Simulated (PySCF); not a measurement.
# C$_{2}$H$_{7}$BO (SMILES [H]B([H])OCC): what the fields show

The calculation's input:

```
{"job": {"kind": "nmr", "xc": "PBE0", "basis": "pcSseg-1"}, "charge": 0, "multiplicity": 1}
B      0.888750     1.482481    -0.937035
H      1.995741     1.150165    -0.559501
H      0.711614     2.279243    -1.828716
O     -0.203065     0.965698    -0.360861
C     -0.153601     0.009358     0.680729
C     -0.709419    -1.314636     0.210611
H      0.885855    -0.099538     1.037337
H     -0.756195     0.404626     1.514745
H     -0.765476    -2.026489     1.047786
H     -1.721522    -1.182937    -0.200068
H     -0.074631    -1.753461    -0.574128
```

Run with:

```sh
OMP_NUM_THREADS=1 python probes_run.py task.json out
```

Geometry: PBE0-D3(BJ)/def2-SVP.

All numbers below come from PBE0/pcSseg-1, SCF density, gas phase, non-relativistic in PySCF.

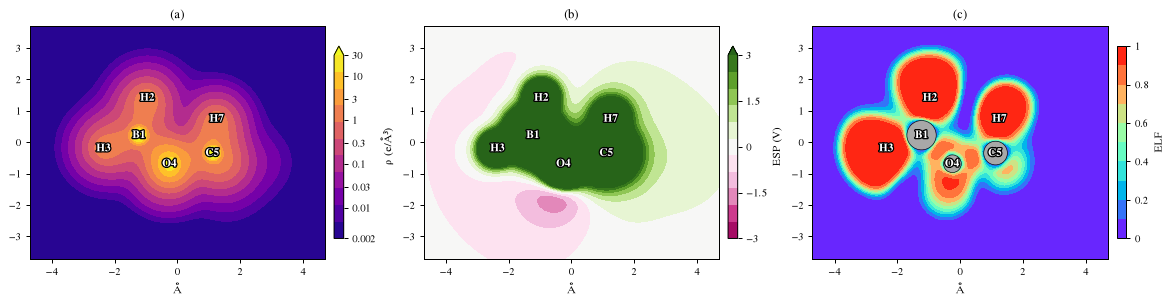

Figure 1. (a) total electron density; (b) electrostatic potential; (c) ELF on the plane of atoms H2, B1 and H3. Grey discs cover the atomic cores in the ELF map.

> What do the fields say about this system?

- The plane passes through B, H, O and C nuclei.
- B–O (1.34 Å): ρ at the midpoint is about 2.2 e/Å³; the ELF peaks at about 0.90 between the atoms; a polar covalent bond.
- C–O (1.41 Å): ρ is about 2 e/Å³ halfway, with its minimum of 1.7 e/Å³ about 0.5 Å from C; the ELF peaks at about 0.90 between the atoms (a shared but strongly polarised pair).
- C–H (1.10 Å): the density is about 2 e/Å³ at the midpoint; the ELF climbs to about 1 towards the hydrogen, as it does in any bond to H; an ordinary covalent bond to hydrogen.
- B–H (1.21 Å): the density is about 1.2 e/Å³ at the midpoint; the ELF climbs to about 1 towards the hydrogen: a covalent bond by its length.
- The ELF also peaks beside O4, away from the bonds: lone-pair regions.
- Outside the dense part of the molecule the potential is most negative (−1.7 V) near O4.

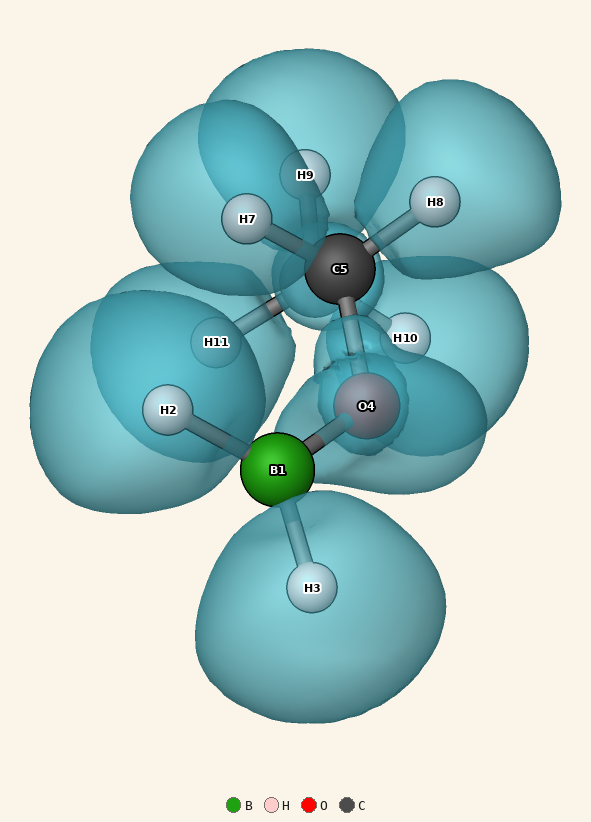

Figure 2. Isosurface of the ELF at 0.75 (cyan), seen at an oblique angle. Only the valence region is drawn (cores and ρ < 0.01 e/Å³ removed).

> What do the ELF domains correspond to?

The ELF exceeds this value in one region between bonded C–C atoms (shared pairs), seven regions around hydrogen nuclei and one region on O in which the atom's valence shell and bonds are merged.

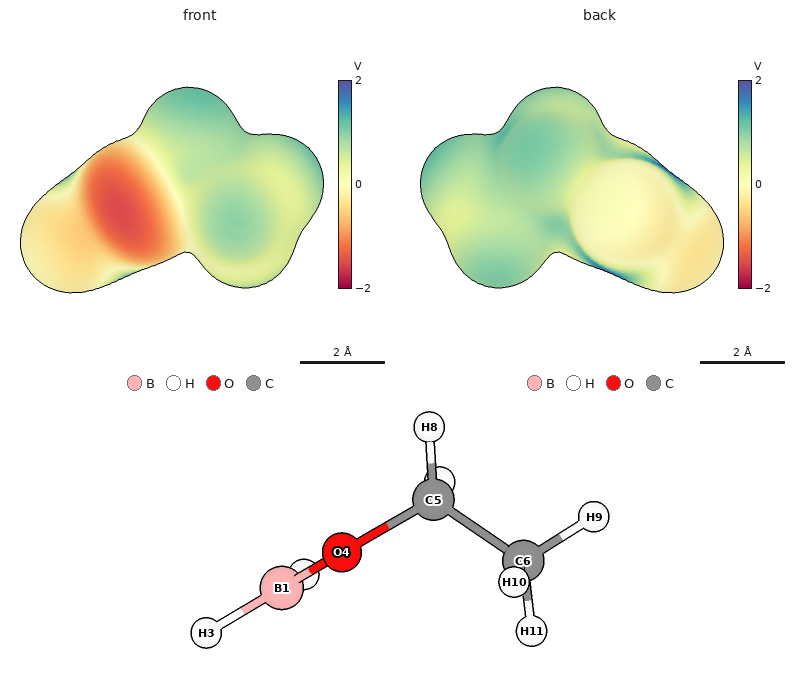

Figure 3. The molecular electrostatic potential painted on the density surface at 0.004 e/bohr³, seen from the front and from behind; the colour scale runs from red (negative) to blue (positive). The bare structure is drawn below in the same view.

> Where is the surface potential most negative and most positive?

The most negative region (about −1.5 V) lies over O4, the most positive (about +1.7 V) over B1. O4 is the likeliest acceptor of a hydrogen bond.
